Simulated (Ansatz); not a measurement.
# Calculations on TiNH4SCl3

## 1. Relaxation

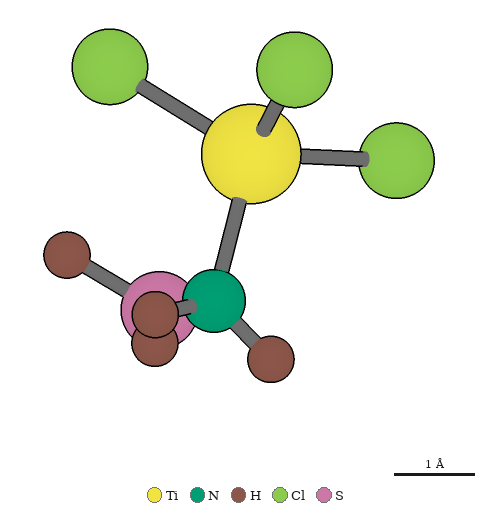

TiNH$_{4}$SCl$_{3}$, before the relaxation. Style: ball-and-stick. Shown from a free direction.

The run prepares an end point of a later path (reaction) calculation, from a guessed geometry.

All numbers below come from RKS BLYP/def2-SVP (Ansatz).

Input
```yaml
crystal:
  periodic: [false, false, false]
  atoms:
    - { symbol: Ti, position_ang: [-0.01875, 0.116753, 0.053106] }
    - { symbol: "N", position_ang: [-0.006625, 0.085686, 2.054148] }
    - { symbol: H, position_ang: [-0.879777, 0.04385, 2.599168] }
    - { symbol: H, position_ang: [0.729584, 0.573557, 2.582317] }
    - { symbol: Cl, position_ang: [2.016569, 0.540812, -0.667484] }
    - { symbol: Cl, position_ang: [-1.24237, 1.887553, -0.467186] }
    - { symbol: Cl, position_ang: [-1.159854, -1.595024, -0.785881] }
    - { symbol: S, position_ang: [1.729549, -2.798824, 1.258871] }
    - { symbol: H, position_ang: [0.595672, -3.477656, 0.928993] }
    - { symbol: H, position_ang: [1.011603, -1.933409, 2.070248] }
basis:
  gaussian: { orbitals: def2-SVP }
hamiltonian:
  xc: blyp
relax:
  f_tol: 0.03
  max_steps: 50
output:
  orbitals: {}
```

Run as
```bash
ansatz run input.yaml --threads 4 --pin off --max-ram 5120MiB --backend cpu --events-out ev --progress --plain --runs-dir out
```

Question: What does the optimiser find from here?

Answer: S8 moves most after the best rigid fit: 1.54 Å. Largest moves by element: S 1.54 Å, H 1.51 Å, Cl 0.63 Å, Ti 0.43 Å, N 0.35 Å. Some distances before and after: Ti1–N2 2.001 → 1.849 Å, Ti1–Cl5 2.200 → 2.226 Å, S8–H10 1.387 → 1.364 Å, N2–H3 1.030 → 1.039 Å. Among the angles between lasting bonds that change: Cl6–Ti1–Cl7 104.1° → 114.8°, Cl5–Ti1–Cl7 120.0° → 109.4°, N2–Ti1–Cl7 111.6° → 106.2°. The energy falls by 8.58 kcal/mol in 26 accepted moves (30 points after the start). Largest force component: 1.7 eV/Å at the start, 0.014 eV/Å at the end. The line search rejected the trial steps at points 4, 8, 12, 26 of the run. The forces were under the threshold at step 9, but the run went on from there. The run took 77 s on 4 threads of Arm Neoverse V1, with other jobs on the host, peak memory 0.23 GiB.

History of the run:

```tsv
step	E − E(0), kcal/mol	largest force component, eV/Å	note
0	0.00	1.7432	
1	-3.25	0.7559	
2	-4.39	0.8136	
3	-4.84	0.3172	
4	-4.46	0.8655	rejected
5	-5.07	0.1718	
6	-5.20	0.0692	
7	-5.24	0.0495	
8	-4.89	0.7424	rejected
9	-5.33	0.0227	
10	-5.36	0.2072	
11	-5.44	0.0630	
12	-5.36	0.4173	rejected
13	-5.47	0.0160	
14	-5.49	0.2041	
15	-5.53	0.2265	
16	-5.59	0.2550	
17	-5.66	0.3786	
18	-5.77	0.3875	
19	-5.79	0.6398	
21	-6.78	0.7033	
22	-7.43	0.5043	
23	-7.98	0.2737	
24	-8.40	0.0727	
25	-8.42	0.0658	
26	-8.40	0.3565	rejected
27	-8.52	0.0195	
28	-8.54	0.1701	
29	-8.57	0.0473	
30	-8.58	0.0142
```

Final geometry:

```xyz
10

Ti   -0.1414    0.5105   -0.0751
N     0.0453    0.2250    1.7417
H     0.3151   -0.6948    2.1429
H    -0.0534    0.9408    2.4736
Cl    1.8365    1.0889   -0.9174
Cl   -1.5881    2.1620   -0.3366
Cl   -0.7782   -1.4390   -0.9505
S     0.8248   -3.1804    2.4390
H     0.2472   -3.1673    1.2019
H     2.0680   -3.0024    1.9068
```

The end point in the same view:

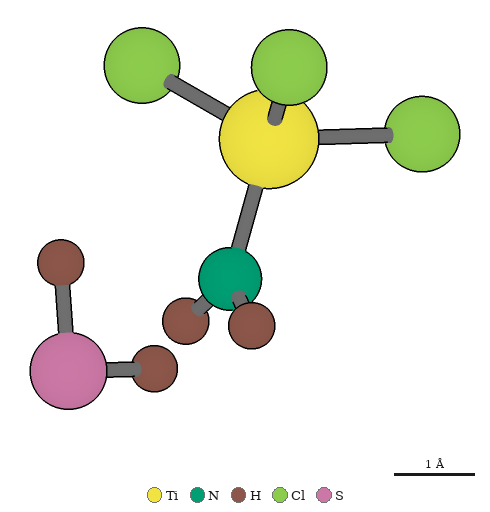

Limits of the set-up: the start holds two separate molecules, 2.3 Å apart at their closest, whose relative position is a soft coordinate and is computed without a dispersion correction.

## 2. Relaxation

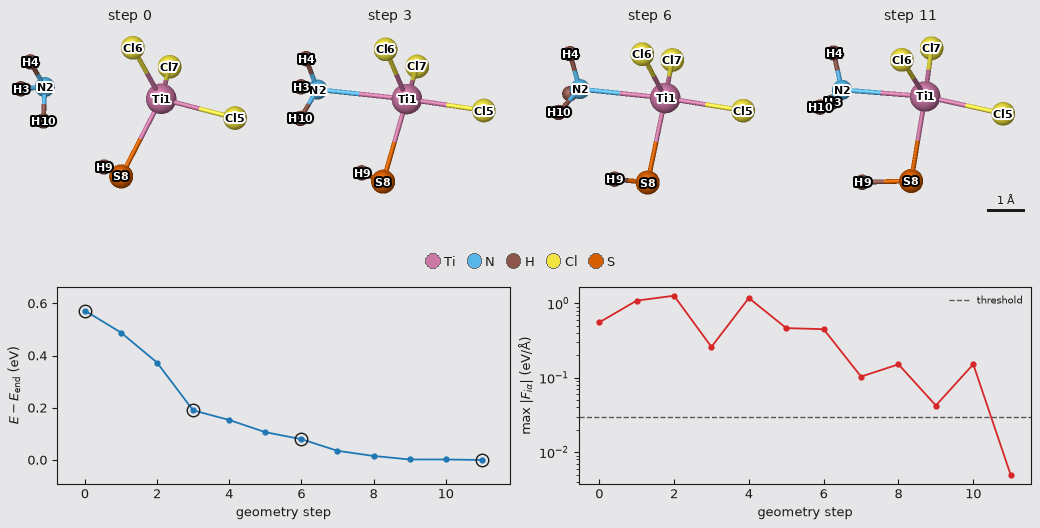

Frames of a relaxation of TiNH4SCl3, marked on the history of the run. Style: ball-and-stick. Shown at a tilt.

The run prepares an end point of a later path (reaction) calculation, from a guessed geometry.

The calculation used RKS BLYP/def2-SVP (Ansatz). Set-up: no spin polarisation; force threshold 0.03 eV/Å; at most 50 steps.

Q: What happens along the run?

A: After 11 geometry steps the energy has fallen by 0.572 eV. Largest force component: 0.56 eV/Å at the start, 0.005 eV/Å at the end. The largest moves after the best rigid fit, 0.94 Å, are those of H3 and H9. Largest moves by element: H 0.94 Å, Cl 0.72 Å, N 0.48 Å, S 0.46 Å, Ti 0.45 Å. Among the contacts that change: Ti1–H3 4.092 → 2.901 Å, Ti1–N2 3.251 → 2.325 Å, Ti1–H4 3.711 → 2.798 Å, Ti1–H10 3.271 → 2.894 Å. New bonds form, among them: Ti1–N2 (3.25 → 2.32 Å). Among the angles between lasting bonds that change: Cl5–Ti1–S8 102.0° → 88.3°, Ti1–S8–H9 89.6° → 102.0°, Cl6–Ti1–S8 113.6° → 119.4°. Groups turn about Ti1–S8 by about 50°. From step 0 to 3: H3 moves most (0.55 Å), energy −0.382 eV. From step 3 to 6: H3 moves most (0.31 Å), energy −0.110 eV. From step 6 to 11: H9 moves most (0.58 Å), energy −0.080 eV.

```json
{"step": "0", "E − E(0), eV": "0.0000", "largest force component, eV/Å": "0.5569"}
{"step": "1", "E − E(0), eV": "-0.0838", "largest force component, eV/Å": "1.0922"}
{"step": "2", "E − E(0), eV": "-0.1989", "largest force component, eV/Å": "1.2723"}
{"step": "3", "E − E(0), eV": "-0.3820", "largest force component, eV/Å": "0.2608"}
{"step": "4", "E − E(0), eV": "-0.4190", "largest force component, eV/Å": "1.1841"}
{"step": "5", "E − E(0), eV": "-0.4657", "largest force component, eV/Å": "0.4667"}
{"step": "6", "E − E(0), eV": "-0.4925", "largest force component, eV/Å": "0.4513"}
{"step": "7", "E − E(0), eV": "-0.5371", "largest force component, eV/Å": "0.1040"}
{"step": "8", "E − E(0), eV": "-0.5568", "largest force component, eV/Å": "0.1521"}
{"step": "9", "E − E(0), eV": "-0.5703", "largest force component, eV/Å": "0.0425"}
{"step": "10", "E − E(0), eV": "-0.5703", "largest force component, eV/Å": "0.1524"}
{"step": "11", "E − E(0), eV": "-0.5721", "largest force component, eV/Å": "0.0050"}
```

Limits of the set-up: the start holds two separate molecules, 2.4 Å apart at their closest, whose relative position is a soft coordinate and is computed without a dispersion correction.

## 3. Path

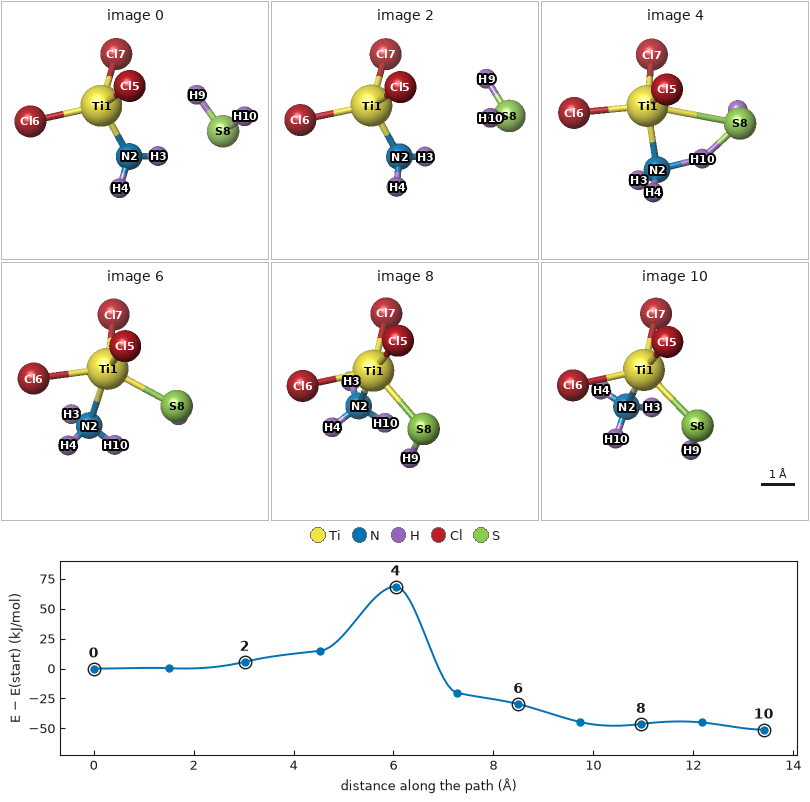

A nudged-elastic-band calculation for TiNH$_{4}$SCl$_{3}$, made up at the start of TiNH2Cl3 and H₂S. Images are numbered from 0 (start) to 10 (end). Style: ball-and-stick. Shown at a tilt.

Method: Ansatz, RKS BLYP/def2-SVP. Settings: 9 movable images; climbing image; force threshold 0.05 eV/Å; iteration limit 60; starting path through a guess of the saddle point.

Q: Describe the mechanism and the energy profile.

A: The highest point, image 4, lies 68.5 kJ/mol above the start and 119.5 kJ/mol above the end; the end is at −51.0 kJ/mol relative to the start. The path has more than one stage, and so few images may leave a stage unresolved. Breaking: S8–H10 (1.36 → 1.58 at the top → 3.24 Å). Forming: N2–H10 (3.81 → 1.42 at the top → 1.03 Å), Ti1–S8 (4.57 → 2.90 at the top → 2.35 Å). The band converged in 31 iterations. The largest component of the band force went from 80 to 0.04 eV/Å. The climbing image converged on the top of the path. Its vibrational analysis gives one imaginary mode (975i cm⁻¹), as a transition state must have.

Limits of the set-up: the start holds two separate molecules, 2.6 Å apart at their closest, whose relative position is a soft coordinate and is computed without a dispersion correction.
